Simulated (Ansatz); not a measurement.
# CH6BN (SMILES CBN): CCSD(T)/cc-pVDZ

Aim: the vertical singlet–triplet gap of CH6BN at CCSD(T)/cc-pVDZ, from 2 runs. 

The results are computed with Ansatz 0.2.0.

76 further runs of the same task are left out: 76 set aside as unsound or not needed.

## Step 1: The structure to begin with

CH6BN: 9 atoms, total charge 0, spin state singlet. SMILES: `CBN`. The coordinates come from a PBE0-D4/def2-TZVP relaxation.

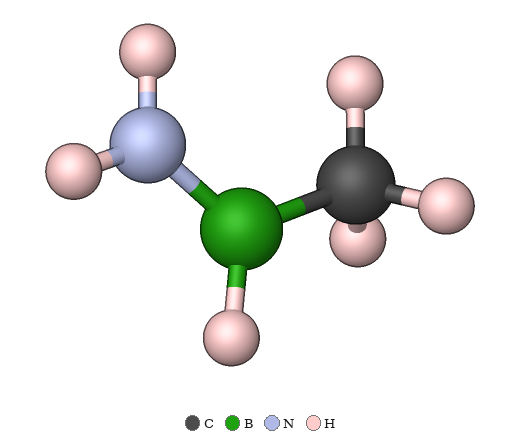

The structure, seen from a chosen angle (carbon dark grey, boron green, nitrogen light blue, hydrogen pink).

## Step 2: The energy at CCSD(T)/cc-pVDZ

run.yaml reads:

```yaml
crystal:
  periodic: [false, false, false]
  atoms:
    - symbol: C
      position_ang: [-0.665300, 0.757700, -0.590300]
    - symbol: B
      position_ang: [0.459400, -0.282900, -0.256200]
    - symbol: "N"
      position_ang: [0.592800, -0.842800, 1.010700]
    - symbol: H
      position_ang: [-1.291900, 0.390800, -1.410600]
    - symbol: H
      position_ang: [-0.224600, 1.692200, -0.954300]
    - symbol: H
      position_ang: [-1.319900, 0.998900, 0.252300]
    - symbol: H
      position_ang: [1.248800, -0.632800, -1.092800]
    - symbol: H
      position_ang: [1.306200, -1.511000, 1.244900]
    - symbol: H
      position_ang: [-0.016800, -0.616400, 1.779200]
basis:
  gaussian:
    orbitals: cc-pVDZ
correlation:
  method: ccsd_t
  frozen_orbitals: {B: 1, C: 1, H: 0, "N": 1}
accuracy: high
scf:
  omitted_lower_state_checks: [cluster_reference, increment]
```

Started as:

```console
ansatz run run.yaml --threads 1 --pin off --max-ram 3480MiB --events-out events.jsonl --progress --plain --runs-dir runs
```

Standard output, shortened:

```text
Warning: RAYON_NUM_THREADS=1 ignored (pool sized by the plan → 1); use --threads N
Functional definition: HF
  name "HF"
[...]
1723 factors; integrals over basis functions are off by at most 3.1e-9 eV
[...]
mean field -3280.40378148 eV, -120.5526154317 hartree, gradient 4.4e-8 eV, S^2 0.000000; 0 other end points of the search recorded, 0 dependent functions left out
3 core orbitals not correlated: weight in the atoms' cores, before any rotation towards them, 1.000 or more for the frozen orbitals, at most 0.000 for the correlated occupied ones
reference -3280.40378148 eV, -120.5526154317 hartree; 9, 9 occupied and 60, 60 virtual orbitals, 1723 factors
second order -11.06546362 eV of doubles, -0.00000000 eV of singles
cycle   1  -11.80523419 eV  change   -7.4e-1 eV  update   7.1e-2
[...]
cycle  19  -12.16783309 eV  change   -1.1e-9 eV  update   2.0e-9
perturbative correction -0.32173412 eV, -0.0118235107 hartree
Total energy: -3292.89334868 eV, -121.0115985605 hartree
Checks for a lower state left out: cluster_reference, increment
```

Wall time 7.2 s (1 thread of Arm Neoverse V2, shared host); peak memory 0.38 GiB.

## Step 3: The triplet

molecule.yaml reads:

```yaml
crystal:
  periodic: [false, false, false]
  atoms:
    - {symbol: C, position_ang: [-0.665300, 0.757700, -0.590300]}
    - {symbol: B, position_ang: [0.459400, -0.282900, -0.256200]}
    - {symbol: N, position_ang: [0.592800, -0.842800, 1.010700]}
    - {symbol: H, position_ang: [-1.291900, 0.390800, -1.410600]}
    - {symbol: H, position_ang: [-0.224600, 1.692200, -0.954300]}
    - {symbol: H, position_ang: [-1.319900, 0.998900, 0.252300]}
    - {symbol: H, position_ang: [1.248800, -0.632800, -1.092800]}
    - {symbol: H, position_ang: [1.306200, -1.511000, 1.244900]}
    - {symbol: H, position_ang: [-0.016800, -0.616400, 1.779200]}
basis:
  gaussian: {orbitals: cc-pVDZ}
magnetization: {spin_polarized: true, initial_magnetization: 2}
correlation: {method: ccsd_t, frozen_orbitals: {B: 1, C: 1, H: 0, "N": 1}}
accuracy: high
scf: {omitted_lower_state_checks: [cluster_reference, increment]}
```

Started as:

```console
ansatz run molecule.yaml --threads 1 --pin off --max-ram 3480MiB --events-out events.jsonl --progress --plain --runs-dir runs
```

Standard output:

```text
Warning: RAYON_NUM_THREADS=1 ignored (pool sized by the plan → 1); use --threads N
[... 17 lines left out ...]
3 core orbitals not correlated: weight in the atoms' cores, before any rotation towards them, 1.000 or more for the frozen orbitals, at most 0.000 for the correlated occupied ones
[... 35 lines left out ...]
Total energy: -3286.10516154 eV, -120.7621372845 hartree
Checks for a lower state left out: cluster_reference, increment
```

Run time: 36 s. Hardware: 1 thread of Arm Neoverse V2, shared host; peak memory 0.66 GiB.

## Step 4: Outcome

At CCSD(T)/cc-pVDZ, 3 core orbitals frozen:

```
                                            quantity          value
                               singlet: total energy  -121.01160 Eh
singlet: correlation energy (3 core orbitals frozen)     -459.0 mEh
                             singlet: (T) correction     -11.82 mEh
                              singlet: T1 diagnostic          0.012
                               triplet: total energy  -120.76214 Eh
triplet: correlation energy (3 core orbitals frozen)     -429.6 mEh
                             triplet: (T) correction     -10.00 mEh
          triplet: ⟨S²⟩ of the reference determinant          2.021
                              triplet: T1 diagnostic          0.011
    vertical energy of the triplet above the singlet       6.788 eV
```

At this shape the triplet lies 6.79 eV (655 kJ/mol) above the singlet. The triples (singlet) make up 2.6 % of the correlation energy. The triples (triplet) make up 2.3 % of the correlation energy.
